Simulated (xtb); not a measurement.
# WH2O4: geometry relaxation (part 2 of 2)

WH2O4, SMILES [O]=[W](=[O])([OH])[OH]; GFN2-xTB (xtb 6.7.1 later snapshot). The geometry comes from this level: GFN2-xTB.

Geometry of the input (Å):
```
O  -1.2808  1.4912  -0.0166
W  -0.0902  0.3195  0.2703
O  0.6775  0.6038  1.7544
O  -0.8866  -1.3674  0.2955
O  1.1776  0.3819  -1.0983
H  -1.4793  -2.1068  0.4860
H  1.8818  0.6777  -1.6914
```

Log, continued
```
 iter      E             dE          RMSdq      gap      omega  full diag
   1    -19.8688273 -0.198688E+02  0.102E-02    4.64       0.0  T
   2    -19.8688267  0.572698E-06  0.277E-02    4.64       1.4  T
   3    -19.8688273 -0.639624E-06  0.283E-03    4.64      13.4  T
   4    -19.8688273  0.629823E-07  0.705E-03    4.64       5.4  T
   5    -19.8688274 -0.651165E-07  0.305E-04    4.64     123.8  T
   6    -19.8688274  0.860823E-11  0.358E-04    4.64     105.5  T
     SCC iter.                  ...        0 min,  0.001 sec
     gradient                   ...        0 min,  0.002 sec
 * total energy  :   -19.7872722 Eh     change       -0.1394857E-06 Eh
   gradient norm :     0.0000936 Eh/α   predicted    -0.6833220E-07 ( -51.01%)
   displ. norm   :     0.0036081 α      lambda       -0.7515740E-07
   maximum displ.:     0.0028495 α      in ANC's #3, #8, #2, ...

........................................................................
.............................. CYCLE    7 ..............................
........................................................................

 iter      E             dE          RMSdq      gap      omega  full diag
   1    -19.8688319 -0.198688E+02  0.461E-03    4.64       0.0  T
   2    -19.8688317  0.183339E-06  0.125E-02    4.64       3.0  T
   3    -19.8688319 -0.196863E-06  0.223E-03    4.64      17.0  T
   4    -19.8688319  0.264272E-07  0.410E-03    4.64       9.2  T
   5    -19.8688319 -0.279010E-07  0.477E-04    4.64      79.2  T
   6    -19.8688319 -0.156352E-08  0.245E-04    4.64     154.3  T
     SCC iter.                  ...        0 min,  0.001 sec
     gradient                   ...        0 min,  0.002 sec
 * total energy  :   -19.7872723 Eh     change       -0.8061331E-07 Eh
   gradient norm :     0.0000876 Eh/α   predicted    -0.3871432E-07 ( -51.98%)
   displ. norm   :     0.0032140 α      lambda       -0.4042657E-07
   maximum displ.:     0.0023086 α      in ANC's #3, #1, #2, ...

   *** GEOMETRY OPTIMIZATION CONVERGED AFTER 7 ITERATIONS ***

------------------------------------------------------------------------
 total energy gain   :        -0.0000125 Eh       -0.0078 kcal/mol
 total RMSD          :         0.0323716 a0        0.0171 Å
 total power (kW/mol):        -0.0046812 (step)   -1.1006 (real)
------------------------------------------------------------------------

 ANCopt (total)                0 d,  0 h,  0 min,  0.030 sec
 optimizer setup                ...        0 min,  0.000 sec (  0.329%)
 model hessian                  ...        0 min,  0.000 sec (  0.619%)
 ANC generation                 ...        0 min,  0.000 sec (  0.324%)
 coordinate transformation      ...        0 min,  0.000 sec (  0.152%)
 single point calculation       ...        0 min,  0.028 sec ( 94.176%)
 optimization log               ...        0 min,  0.001 sec (  1.724%)
 hessian update                 ...        0 min,  0.000 sec (  0.115%)
 rational function              ...        0 min,  0.000 sec (  1.260%)

================
 final structure:
================
7
 xtb: 6.7.1
O           -1.27269510345246        1.50566213639619       -0.01983115316526
W           -0.09339195147404        0.32259565487817        0.26756585881282
O            0.66560586104471        0.59053145340767        1.75924125459992
O           -0.89907915130796       -1.36050570592817        0.27994149180580
O            1.18263818723304        0.38126297737990       -1.09266240532066
H           -1.45937368524176       -2.11620900099874        0.50424294777375
H            1.87629584319849        0.67665248486499       -1.69849799450637

 Bond Distances (Angstroems)
 ---------------------------
O1-W2=1.6950         W2-O1=1.6950         W2-O3=1.6950         W2-O4=1.8660         W2-O5=1.8660         O3-W2=1.6950
O4-W2=1.8660         O4-H6=0.9671         O5-W2=1.8660         O5-H7=0.9672         H6-O4=0.9671         H7-O5=0.9672
 O  H  Rav=0.9672 sigma=0.0000  Rmin=0.9671  Rmax=0.9672     2
 W  O  Rav=1.7805 sigma=0.0855  Rmin=1.6950  Rmax=1.8660     4

 selected bond angles (degree)
 --------------------
O3-W2-O1=110.51                O4-W2-O1=109.29                O4-W2-O3=109.27                O5-W2-O1=109.28
O5-W2-O3=109.29                O5-W2-O4=109.17                H6-O4-W2=163.03                H7-O5-W2=163.07

 selected dihedral angles (degree)
 ---------------------------------
H6-O4-W2-O1=299.17            H6-O4-W2-O3= 60.21            H6-O4-W2-O5=179.69            H7-O5-W2-O1= 60.27
H7-O5-W2-O3=299.22            H7-O5-W2-O4=179.75
           -------------------------------------------------
          |                Final Singlepoint                |
           -------------------------------------------------

          ...................................................
          :                      SETUP                      :
          :.................................................:
          :  # basis functions                  28          :
          :  # atomic orbitals                  27          :
          :  # shells                           13          :
          :  # electrons                        32          :
          :  max. iterations                   250          :
          :  Hamiltonian                  GFN2-xTB          :
          :  restarted?                      false          :
          :  GBSA solvation                  false          :
          :  PC potential                    false          :
          :  electronic temp.          300.0000000     K    :
          :  accuracy                    1.0000000          :
          :  -> integral cutoff          0.2500000E+02      :
          :  -> integral neglect         0.1000000E-07      :
          :  -> SCF convergence          0.1000000E-05 Eh   :
          :  -> wf. convergence          0.1000000E-03 e    :
          :  Broyden damping             0.4000000          :
          :  net charge                          0          :
          :  unpaired electrons                  0          :
          ...................................................

 iter      E             dE          RMSdq      gap      omega  full diag
   1    -19.8688319 -0.198688E+02  0.195E-04    4.64       0.0  T
   2    -19.8688319  0.625157E-09  0.745E-04    4.64      50.7  T
   3    -19.8688319 -0.669619E-09  0.358E-05    4.64    1056.6  T

   *** convergence criteria satisfied after 3 iterations ***

         #    Occupation            Energy/Eh            Energy/eV
      -------------------------------------------------------------
         1        2.0000           -0.7835898             -21.3226
       ...           ...                  ...                  ...
        10        2.0000           -0.4987908             -13.5728
        11        2.0000           -0.4426806             -12.0460
        12        2.0000           -0.4390992             -11.9485
        13        2.0000           -0.4242949             -11.5457
        14        2.0000           -0.4149720             -11.2920
        15        2.0000           -0.4118509             -11.2070
        16        2.0000           -0.4003954             -10.8953 (HOMO)
        17                         -0.2297926              -6.2530 (LUMO)
        18                         -0.1972411              -5.3672
        19                         -0.1687016              -4.5906
        20                         -0.1386283              -3.7723
        21                         -0.1290311              -3.5111
       ...                                ...                  ...
        27                          0.4953745              13.4798
      -------------------------------------------------------------
                  HL-Gap            0.1706027 Eh            4.6423 eV
             Fermi-level           -0.3150940 Eh           -8.5741 eV

 SCC (total)                   0 d,  0 h,  0 min,  0.004 sec
 SCC setup                      ...        0 min,  0.000 sec (  1.748%)
 Dispersion                     ...        0 min,  0.000 sec (  0.536%)
 classical contributions        ...        0 min,  0.000 sec (  0.163%)
 integral evaluation            ...        0 min,  0.001 sec ( 29.122%)
 iterations                     ...        0 min,  0.001 sec ( 19.246%)
 molecular gradient             ...        0 min,  0.002 sec ( 45.233%)
 printout                       ...        0 min,  0.000 sec (  3.421%)

         :::::::::::::::::::::::::::::::::::::::::::::::::::::
         ::                     SUMMARY                     ::
         :::::::::::::::::::::::::::::::::::::::::::::::::::::
         :: total energy             -19.787272323086 Eh    ::
         :: gradient norm              0.000087786925 Eh/a0 ::
         :: HOMO-LUMO gap              4.642336653042 eV    ::
         ::.................................................::
         :: SCC energy               -19.868829086749 Eh    ::
         :: -> isotropic ES           -0.001740941585 Eh    ::
         :: -> anisotropic ES          0.008664754571 Eh    ::
         :: -> anisotropic XC          0.000249282603 Eh    ::
         :: -> dispersion             -0.004049367599 Eh    ::
         :: repulsion energy           0.081556763662 Eh    ::
         :: add. restraining           0.000000000000 Eh    ::
         :: total charge               0.000000000000 e     ::
         :::::::::::::::::::::::::::::::::::::::::::::::::::::

           -------------------------------------------------
          |                Property Printout                |
           -------------------------------------------------

    * Orbital Energies and Occupations

         #    Occupation            Energy/Eh            Energy/eV
      -------------------------------------------------------------
         1        2.0000           -0.7835898             -21.3226
       ...           ...                  ...                  ...
         4        2.0000           -0.6694754             -18.2174
         5        2.0000           -0.6073108             -16.5258
         6        2.0000           -0.5829453             -15.8627
         7        2.0000           -0.5163785             -14.0514
         8        2.0000           -0.5143429             -13.9960
         9        2.0000           -0.5065298             -13.7834
        10        2.0000           -0.4987908             -13.5728
        11        2.0000           -0.4426806             -12.0460
        12        2.0000           -0.4390992             -11.9485
        13        2.0000           -0.4242949             -11.5457
        14        2.0000           -0.4149720             -11.2920
        15        2.0000           -0.4118509             -11.2070
        16        2.0000           -0.4003954             -10.8953 (HOMO)
        17                         -0.2297926              -6.2530 (LUMO)
        18                         -0.1972411              -5.3672
        19                         -0.1687016              -4.5906
        20                         -0.1386283              -3.7723
        21                         -0.1290311              -3.5111
        22                         -0.0451363              -1.2282
        23                          0.0177914               0.4841
        24                          0.2144910               5.8366
        25                          0.3776249              10.2757
        26                          0.4063052              11.0561
        27                          0.4953745              13.4798
      -------------------------------------------------------------
                  HL-Gap            0.1706027 Eh            4.6423 eV
             Fermi-level           -0.3150940 Eh           -8.5741 eV

     #   Z          covCN         q      C6AA      α(0)
     1   8          0.830    -0.532    24.522     6.639
     2  74          3.314     1.286   367.463    42.279
     3   8          0.830    -0.532    24.522     6.639
     4   8          1.631    -0.466    22.180     6.357
     5   8          1.631    -0.466    22.180     6.357
     6   1          0.805     0.355     0.577     1.193
     7   1          0.805     0.355     0.577     1.193

 Mol. C6AA /au·bohr⁶  :       1547.654617
 Mol. C8AA /au·bohr⁸  :     109507.750513
 Mol. α(0) /au        :         70.655806

Wiberg/Mayer (AO) data.
largest (>0.10) Wiberg bond orders for each atom

 ---------------------------------------------------------------------------
     #   Z sym  total        # sym  WBO       # sym  WBO       # sym  WBO
 ---------------------------------------------------------------------------
     1   8      2.334 --     2      2.043     3      0.121
     2  74      6.618 --     3      2.043     1      2.043     5      1.220
                             4      1.220
     3   8      2.334 --     2      2.043     1      0.121
     4   8      2.259 --     2      1.220     6      0.816
     5   8      2.259 --     2      1.220     7      0.816
     6   1      0.874 --     4      0.816
     7   1      0.874 --     5      0.816
 ---------------------------------------------------------------------------

Topologies differ in total number of bonds
Writing topology from bond orders to xtbtopo.mol

molecular dipole:
                 x           y           z       tot (Debye)
 q only:        0.414      -1.428      -1.185
   full:        0.590      -2.038      -1.691       6.896
molecular quadrupole (traceless):
                xx          xy          yy          xz          yz          zz
 q only:        2.234       8.243       0.483      -7.188      -4.506      -2.718
  q+dip:        3.008       9.512       0.129      -7.799      -5.875      -3.137
   full:        3.079       9.878       0.179      -8.151      -6.032      -3.258

           -------------------------------------------------
          |                Geometry Summary                 |
           -------------------------------------------------

      molecular mass/u    :      249.8552787
   center of mass at/Å    :       -0.0877524       0.3030800       0.2513956
  moments of inertia/u·Å² :        0.1330572E+03   0.1480662E+03   0.1569748E+03
rotational constants/cm⁻¹ :        0.1266947E+00   0.1138520E+00   0.1073907E+00

 * 6 selected distances

     #   Z          #   Z                                           value/Å
     1   8          2  74                                         1.6949926
     2  74          3   8                                         1.6949818
     2  74          4   8                                         1.8660428 (max)
     2  74          5   8                                         1.8659894
     4   8          6   1                                         0.9671240 (min)
     5   8          7   1                                         0.9671881

 * 2 distinct bonds (by element types)

   Z      Z             #   av. dist./Å        max./Å        min./Å
   1 H    8 O           2     0.9671560     0.9671881     0.9671240
   8 O   74 W           4     1.7805016     1.8660428     1.6949818

optimized geometry written to: xtbopt.xyz

           -------------------------------------------------
          | TOTAL ENERGY              -19.787272323086 Eh   |
          | GRADIENT NORM               0.000087786925 Eh/α |
          | HOMO-LUMO GAP               4.642336653042 eV   |
           -------------------------------------------------

------------------------------------------------------------------------
------------------------------------------------------------------------
 total:
 *  cpu-time:     0 d,  0 h,  0 min,  0.054 sec
 * ratio c/w:     0.970 speedup
 SCF:
 *  cpu-time:     0 d,  0 h,  0 min,  0.010 sec
 * ratio c/w:     0.906 speedup
 ANC optimizer:
 *  cpu-time:     0 d,  0 h,  0 min,  0.034 sec
 * ratio c/w:     0.983 speedup
```

Standard error
```
normal termination of xtb
```

Trajectory as extended XYZ (Å, eV, eV/Å), 7 frames, from step=0 to step=6
```
7
Properties=species:S:1:pos:R:3 step=0 energy=-538.43877
O    -1.2808    1.4912   -0.0166
W    -0.0902    0.3195    0.2703
O     0.6775    0.6038    1.7544
O    -0.8866   -1.3674    0.2955
O     1.1776    0.3819   -1.0983
H    -1.4793   -2.1068    0.4860
H     1.8818    0.6777   -1.6914
7
Properties=species:S:1:pos:R:3 step=1 energy=-538.43900
O    -1.2777    1.4970   -0.0178
W    -0.0915    0.3207    0.2692
O     0.6734    0.5985    1.7561
O    -0.8941   -1.3636    0.2844
O     1.1809    0.3802   -1.0950
H    -1.4702   -2.1115    0.4971
H     1.8792    0.6787   -1.6940
7
Properties=species:S:1:pos:R:3 step=2 energy=-538.43907
O    -1.2756    1.5010   -0.0187
W    -0.0925    0.3215    0.2680
O     0.6699    0.5945    1.7570
O    -0.8956   -1.3628    0.2823
O     1.1814    0.3802   -1.0946
H    -1.4660   -2.1131    0.5011
H     1.8784    0.6786   -1.6952
7
Properties=species:S:1:pos:R:3 step=3 energy=-538.43910
O    -1.2735    1.5041   -0.0196
W    -0.0932    0.3219    0.2671
O     0.6669    0.5911    1.7580
O    -0.8976   -1.3619    0.2805
O     1.1818    0.3809   -1.0943
H    -1.4622   -2.1146    0.5046
H     1.8778    0.6785   -1.6964
7
Properties=species:S:1:pos:R:3 step=4 energy=-538.43910
O    -1.2730    1.5049   -0.0199
W    -0.0933    0.3221    0.2670
O     0.6661    0.5904    1.7584
O    -0.8984   -1.3614    0.2800
O     1.1824    0.3810   -1.0937
H    -1.4610   -2.1152    0.5053
H     1.8772    0.6783   -1.6972
7
Properties=species:S:1:pos:R:3 step=5 energy=-538.43911
O    -1.2726    1.5055   -0.0200
W    -0.0934    0.3223    0.2672
O     0.6656    0.5901    1.7589
O    -0.8991   -1.3608    0.2797
O     1.1826    0.3812   -1.0931
H    -1.4599   -2.1158    0.5053
H     1.8767    0.6776   -1.6980
7
Properties=species:S:1:pos:R:3 step=6 energy=-538.43911
O    -1.2727    1.5057   -0.0198
W    -0.0934    0.3226    0.2676
O     0.6656    0.5905    1.7592
O    -0.8991   -1.3605    0.2799
O     1.1826    0.3813   -1.0927
H    -1.4594   -2.1162    0.5042
H     1.8763    0.6766   -1.6985
```

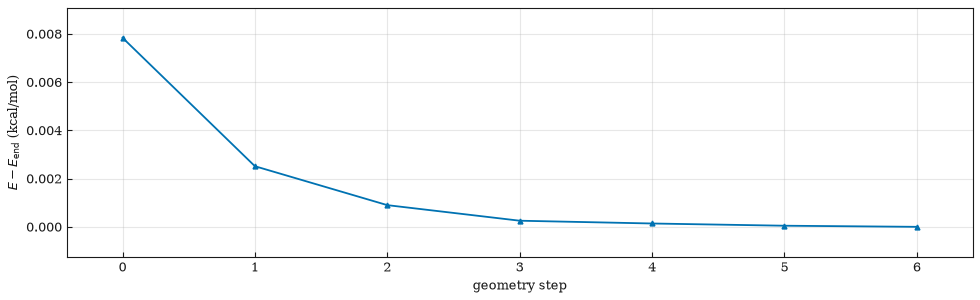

Progress of the relaxation, step by step (steps are counted from 0).

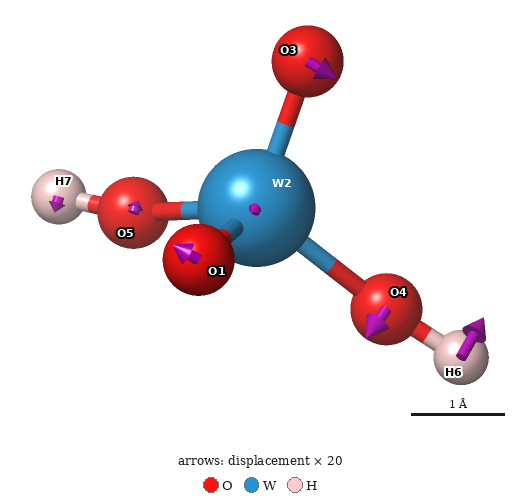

The starting structure with the displacements as pink arrows, magnified 20 times (ball-and-stick view, seen at a tilt). The two geometries are laid on each other by the best rigid fit. The energy falls by 0.01 kcal/mol in 6 geometry steps. The largest move after the best rigid fit is that of H6, 0.029 Å. Largest moves by element: H 0.029 Å, O 0.021 Å, W 0.005 Å. (Atoms are counted from 1 in the order of the input.)

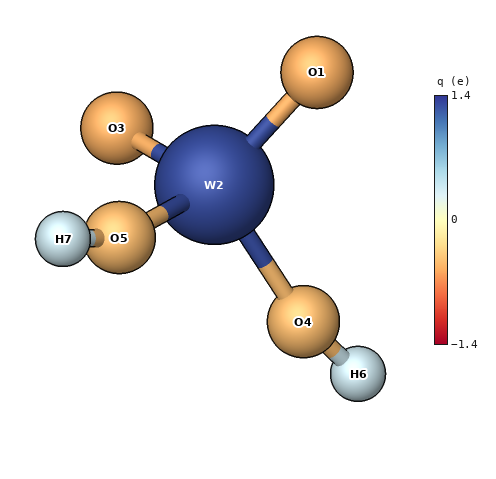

Mulliken charges, as the colour of each atom (ball-and-stick view, seen at a tilt; atoms are numbered from 1 in the order of the input). By element: O −0.53 to −0.47, W +1.29 and H +0.35 e.

Results in brief

| quantity | value |
| --- | --- |
| outcome | converged |
| electrons treated | 32 |
| total energy | −19.787272 hartree |
| dispersion energy | −0.004049 hartree |
| basis functions | 28 |
| HOMO | −10.90 eV |
| LUMO | −6.25 eV |
| dipole moment | 6.90 D |
| hardware | 1 thread of Arm Neoverse N1, 24 GiB of memory available, shared host |
| peak memory | 0.077 GiB |
